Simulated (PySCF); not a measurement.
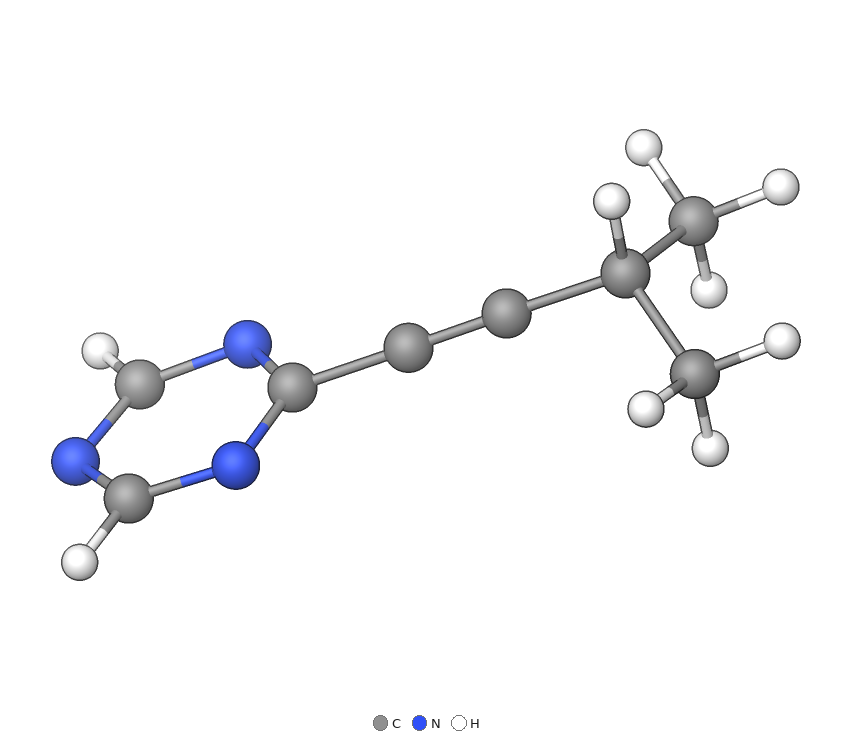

The geometry was computed by an optimisation with PBE0-D3(BJ)/def2-SVP. No frequency run is at hand to confirm it as a minimum.

Draw it as a skeletal formula.

SMILES: CC(C)C#Cc1ncncn1

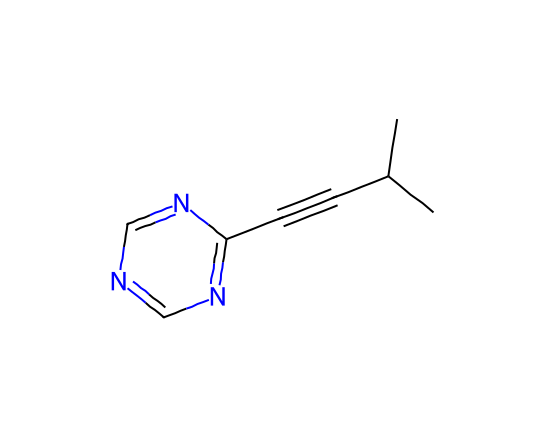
